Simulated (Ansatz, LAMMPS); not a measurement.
# Amorphous 81SiO2-19TiO2 (mol %) (96 atoms): relaxation and levels of theory

Which bonds does the relaxation leave, and how do the Kohn-Sham gap, forces and pressure change with k-mesh and functional?

Calculated with Ansatz 0.2.0: Kohn-Sham DFT, PBE, PAW (set soft_2), plane waves; cutoff 420 eV, Γ point, fermi-dirac smearing of 0.025 eV.

**The cell**

Density at the start: 2.42 g/cm³. The cell holds 96 atoms: 26 Si, 6 Ti and 64 O. Cell: a = 11.196 Å, b = 11.196 Å, c = 11.196 Å, α = 90.0°, β = 90.0°, γ = 90.0°. 96 atoms (26 Si, 6 Ti, 64 O) placed at random at 2.42 g/cm³, melted at 5000 K for 10 ps at fixed volume with the Morse and Coulomb pair potential with partial charges (Pedone, Malavasi, Menziani, Cormack and Segre, J. Phys. Chem. B 110, 11780 (2006)). Quenched from 5000 K to 300 K at 50 K/ps and fixed volume, held 5 ps, then minimised at fixed cell.

Cell and atoms were relaxed with PBE. The walk converged after 11 steps by the program's count, with a largest force component of 0.0122 eV/Å; it began at an r.m.s. force component of 0.87 eV/Å. The edges went from 11.196, 11.196, 11.196 to 11.405, 11.661, 11.251 Å, and the volume from 14.617 to 15.532 Å³ an atom (+6.3 %).

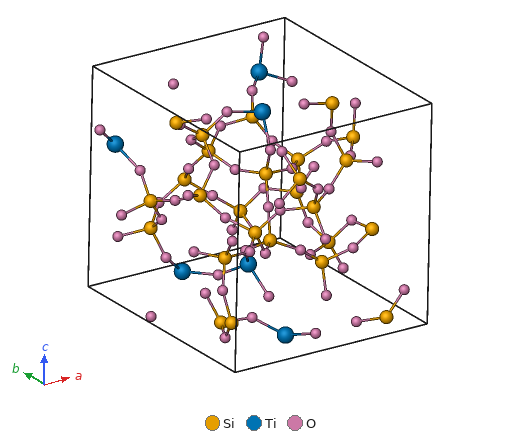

The relaxed cell. Bonds to atoms that aren't drawn are left out. Some periodic images of atoms are drawn too.

The input of the reference single point:

```yaml
crystal:
  lattice:
    - [11.4034, -0.13666, 0.11544]
    - [-0.13666, 11.65205, 0.4442]
    - [0.11544, 0.4442, 11.24182]
  atoms:
    - { symbol: Si, position: [0.28102, 0.6147, 0.77555] }
    - { symbol: Si, position: [0.94251, 0.45047, 0.68494] }
    - { symbol: Si, position: [0.67521, 0.85539, 0.25015] }
    - { symbol: Si, position: [0.74879, 0.2437, 0.70214] }
    [... 90 atom lines left out ...]
    - { symbol: O, position: [0.38911, 0.5907, 0.86672] }
    - { symbol: O, position: [0.02037, 0.31937, 0.41835] }
kpoints:
  mp_grid: { grid: [1, 1, 1] }
hamiltonian:
  xc: pbe
scf:
  occupations: { method: fermi_dirac, width: 0.025 }
output:
  forces: true
  stress: true
  populations: true
  dos:
    method: { smearing: { sigma: 0.08 } }
    de: 0.05
    projected: { site_lists: { O: [O], Si: [Si], Ti: [Ti] } }
  eigenvalues: true
  write_density: true
  write_potential: true
  volumetric_format: npy
```

**Bonds after relaxation**

Bonds by pair of elements; cutoffs follow the first minimum of g(r), held within bounds set by covalent radii, and pairs that aren't listed don't count as bonded:

```
pair A-B  cutoff (Å)  bonds  mean length (Å)  spread (Å)  shortest (Å)  B about A  A about B
    O-Si        2.08    104             1.64       0.013           1.6       1.62          4
    O-Ti        2.64     24             1.82       0.022          1.79      0.375          4
```

How many atoms have how many bonded neighbours:

```
element  mean   2   4
      O     2  64   0
     Si     4   0  26
     Ti     4   0   6
```

**Levels of theory**

Single points at the relaxed geometry:

```
functional  k-mesh  Kohn-Sham gap (eV)  pressure (GPa)  r.m.s. force component (eV/Å)  SCF cycles     time
       PBE   1×1×1               3.676            0.00                          0.004          11     35 s
       PBE   2×2×2               3.652            0.00                          0.005          11  5.3 min
     HSE06   1×1×1               5.405           -4.50                          0.188          22  8.4 min
    r2SCAN   1×1×1               4.081           -4.07                          0.155          11     86 s
    PBEsol   1×1×1               3.666           -2.47                          0.075          11     32 s
```

The gap is that between the highest filled and lowest empty Kohn-Sham level on the run's k-points. Cutoffs: 420 eV for PBE, HSE06 and PBEsol; 500 eV for r2SCAN. Times come from shared hosts and are rough.

**Findings**

By these cutoffs 100 % of O atoms have 2, 100 % of Si atoms have 4 and 100 % of Ti atoms have 4 neighbours. The Kohn-Sham gap is 3.68 eV with PBE on the 1×1×1 mesh and 3.65 eV on 2×2×2. On the 1×1×1 mesh HSE06 changes the gap by +1.73 eV against PBE. Carrying that shift over to the 2×2×2 mesh gives 3.65 + 1.73 = 5.38 eV, an estimate that takes the shift to be alike at all k-points. On the reference's mesh the gap changes with r2SCAN by +0.41 eV and PBEsol by -0.01 eV. Against the reference the pressure changes with HSE06 by -4.5 GPa, r2SCAN by -4.1 GPa and PBEsol by -2.5 GPa; a negative change means a smaller volume than PBE would take. The denser mesh moves the energy by -0.2 meV/atom and the pressure by +0.00 GPa.

Limits: All single points share the geometry relaxed with PBE. The volume changed by +6.3 % on relaxing; in so small a cell, on this mesh and at this cutoff, the relaxed density is rough. One sample; tail or defect levels can set the gap of a disordered cell. The quench rate of 50 K/ps is many orders above laboratory rates, so the cell is likely richer in defects and strain than a real sample. The network of bonds at the start is that of the classical potential that made the cell, and needn't be the one that DFT or experiment would give. In some runs the program notes that the exchange-correlation potential is rough where the density is thin, it cut back its work space to fit the memory limit, the exchange threshold is loose for the stress and the SCF threshold is loose for the stress.

[Logs are printed without paths, hosts, clocks, repeated set-up lines and the standing remarks that a program may print on its own settings, such as how far it seeks lower states.]

[Hosts, paths, dates, database ids (printed as entryN), source tags and the programs' standing remarks are cut or masked in the printed files.]
